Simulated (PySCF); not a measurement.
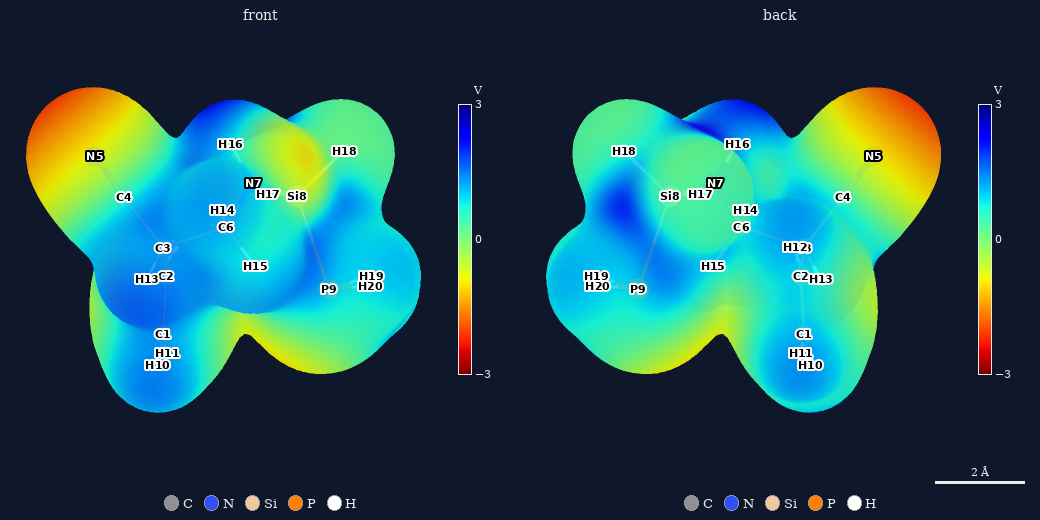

The picture shows: C$_{5}$H$_{11}$N$_{2}$PSi (SMILES C=C[C@H](C#N)CN[SiH2]P). The molecular electrostatic potential painted on the density surface at 0.004 e/bohr³, seen from the front and from behind; red is negative and blue positive.

Geometry: GFN2-xTB.

Computed with PBE0/pcSseg-1, SCF density, gas phase, non-relativistic in PySCF 2.14.0.

Input

```
{"job": {"kind": "nmr", "xc": "PBE0", "basis": "pcSseg-1"}, "charge": 0, "multiplicity": 1}
C     -2.129150    -1.451354    -0.183267
C     -1.478538    -0.404453    -0.652928
C     -1.362778     0.899743     0.085805
C     -1.606442     2.001547    -0.812207
N     -1.761855     2.874870    -1.534053
C      0.050557     1.065207     0.717811
N      1.126337     1.102612    -0.228629
Si     2.004227    -0.255179    -0.815362
P      1.625922    -1.890227     0.669113
H     -2.645216    -1.428267     0.762952
H     -2.170676    -2.378652    -0.727196
H     -0.971538    -0.445863    -1.606494
H     -2.099655     0.938622     0.896195
H      0.055670     1.986671     1.312946
H      0.214868     0.214537     1.387151
H      1.094269     1.925588    -0.811465
H      1.563900    -0.777152    -2.119968
H      3.399325     0.185042    -0.914847
H      2.511989    -1.412321     1.617121
H      2.573637    -2.740294     0.134894
```

Command:

```sh
OMP_NUM_THREADS=1 python probes_run.py task.json out
```

Q: Where is the surface potential most negative and most positive?

A: The most negative region (about −2.0 V, or −46 kcal/mol for a unit charge) lies over N5, the most positive (about +2.1 V, or +48 kcal/mol for a unit charge) over Si8 and H16. N5 is the likeliest acceptor of a hydrogen bond.

Q: What dipole moment does the calculation give?

A: Its dipole moment is 3.26 D.
